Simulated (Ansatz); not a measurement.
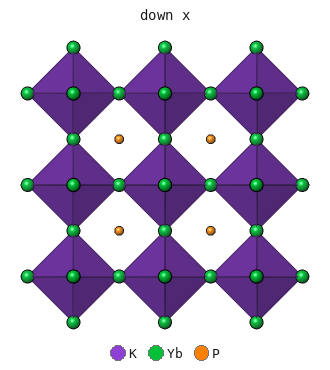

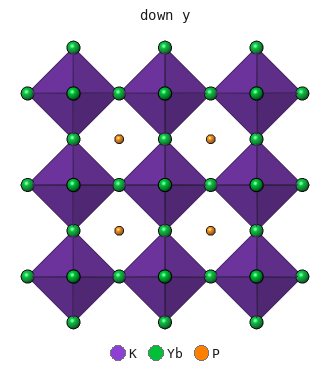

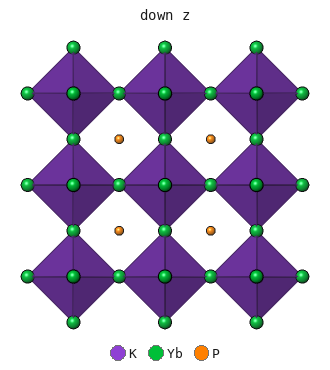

Blocks of 3 × 3 × 3 octahedra, seen down the three pseudocubic axes x, y and z (centre-to-centre directions).

KYb₃P: the input geometry of an electronic-structure calculation (not necessarily at equilibrium); the starting structure was generated, so it need not be a known form of this composition.

**Which atoms centre the octahedra, which link them, and which fill the cavities?**

K at the centres, Yb at the shared corners, P in the cavities: a perovskite-type framework of corner-sharing octahedra.

**Give the tilt system in Glazer's notation, with the angles.**

The octahedra are not tilted (under 0.5° about every axis): a⁰a⁰a⁰.

**What are the K–Yb–K angles?**

K–Yb–K angles along x: 180.0°; along y: 180.0°; along z: 180.0°.

**Which space group does the whole structure have?**

Pm-3m (No. 221).
